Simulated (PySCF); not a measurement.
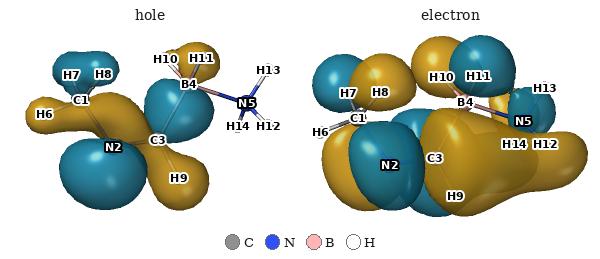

Figure 1: C2H9BN2, SMILES `C/N=C\[BH2-][NH3+]`. Leading natural transition orbital pair of S₂ (full linear response singlet states); the surfaces enclose about 85 % of each orbital's density.

PySCF calculation, PBE/cc-pVDZ, gas phase; geometry: GFN2-xTB. No frequency check shows the geometry to be a minimum. Without diffuse functions Rydberg states are missing, so the states' numbers hold for this basis only.

Where does the state lie, and where do hole and electron sit?

4.20 eV (295 nm), f = 0.000 (dark); the leading pair carries 100 %; hole on N2 (54 %), C3 (13 %) and C1 (9 %), electron on C3 (33 %), N2 (30 %) and B4 (7 %); their centroids lie 0.8 Å apart. In canonical orbitals it is mainly HOMO → LUMO+1 (100 %). The HOMO–LUMO gap is 3.48 eV.

Run time: 2.6 min on 1 thread of Arm Neoverse V2, with other jobs on the host, peak memory 0.62 GiB.
